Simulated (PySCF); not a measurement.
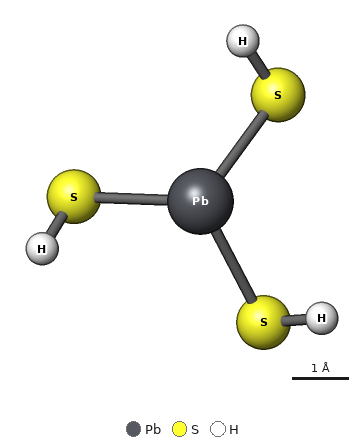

The input geometry (ball-and-stick view, seen on its broad side). Sticks mark near contacts. Bond lengths as drawn: H–S 1.37 Å and Pb–S 2.70 Å.

## Run report: PbH3S3 (charge −1), single-point calculation

System: PbH3S3, charge −1.
Method: RKS CAM-B3LYP, Pb def2-SVP with ECP60, S def2-SVP, H def2-SVP; non-relativistic Hamiltonian with a scalar-relativistic core potential; density fitting (PySCF 2.14.0).

It belongs to a series of runs on one base structure; here: singlet excitations, Tamm-Dancoff CAM-B3LYP.

What the program printed
```
init E= -1389.01583770416
  HOMO = -0.0977046103938829  LUMO = 0.174823273937948  gap/eV = 7.41586
cycle= 1 E= -1389.02066464042  delta_E= -0.00483  |g|= 0.0368  |ddm|= 0.244
  HOMO = -0.0986099263065975  LUMO = 0.169261664669222  gap/eV = 7.28916
cycle= 2 E= -1389.02087569861  delta_E= -0.000211  |g|= 0.0325  |ddm|= 0.109
  HOMO = -0.099503720056762  LUMO = 0.171650826208311  gap/eV = 7.37849
cycle= 3 E= -1389.02124123346  delta_E= -0.000366  |g|= 0.00361  |ddm|= 0.0535
  HOMO = -0.0996392819486626  LUMO = 0.171667861314514  gap/eV = 7.38264
cycle= 4 E= -1389.02125155713  delta_E= -1.03e-05  |g|= 0.000724  |ddm|= 0.0124
  HOMO = -0.0996684015141084  LUMO = 0.171655827414223  gap/eV = 7.38311
cycle= 5 E= -1389.0212520725  delta_E= -5.15e-07  |g|= 0.000241  |ddm|= 0.00271
  HOMO = -0.0996557920994866  LUMO = 0.171686157895269  gap/eV = 7.38359
cycle= 6 E= -1389.02125213655  delta_E= -6.4e-08  |g|= 8.62e-05  |ddm|= 0.00116
  HOMO = -0.0996657893145318  LUMO = 0.171679378006506  gap/eV = 7.38368
cycle= 7 E= -1389.02125214259  delta_E= -6.05e-09  |g|= 1.62e-05  |ddm|= 0.000363
  HOMO = -0.0996624347562643  LUMO = 0.171683912715039  gap/eV = 7.38371
Extra cycle  E= -1389.02125214273  delta_E= -1.37e-10  |g|= 9.8e-06  |ddm|= 7.39e-05
converged SCF energy = -1389.02125214273
```

The run was set up as follows.

Input
```python
mol = gto.M(atom='''
Pb     0.00000     0.00000     0.60338
S      2.33568    -0.37553    -0.70829
H      2.94582     0.54058     0.09956
S     -0.84263     2.21052    -0.70829
H     -1.94106     2.28087     0.09957
S     -1.49306    -1.83500    -0.70829
H     -1.00476    -2.82145     0.09957''',
    basis={'Pb': 'def2-SVP', 'S': 'def2-SVP', 'H': 'def2-SVP'},
    ecp={'Pb': 'def2-SVP'},
    charge=-1, spin=0)
mf = dft.RKS(mol, xc='CAMB3LYP')
mf.grids.atom_grid = (50, 194)  # f atoms: at least (60, 302), unpruned
mf = mf.density_fit()  # Pb def2-universal-JKFIT, S def2-universal-JKFIT, H def2-universal-JKFIT
mf.conv_tol = 1e-08; mf.max_cycle = 55
mf.kernel(dm0)
```

The script is an equivalent of the set-up of the self-consistent field. The run itself was carried out by a driver, which started from the orbitals of the step before it where there was one and computed the further properties.

Run as:
```bash
OMP_NUM_THREADS=2 python <driver script>
```

Summary

| quantity | value |
| --- | --- |
| outcome | converged |
| total energy | −1389.021252 hartree |
| HOMO | −2.71 eV |
| LUMO | 4.67 eV |
| hardware | 2 threads of Arm Neoverse V1, 24 GiB of memory available, shared host |
| wall time | 37 s (CPU time 73 s) |
| peak memory | 2.3 GiB |
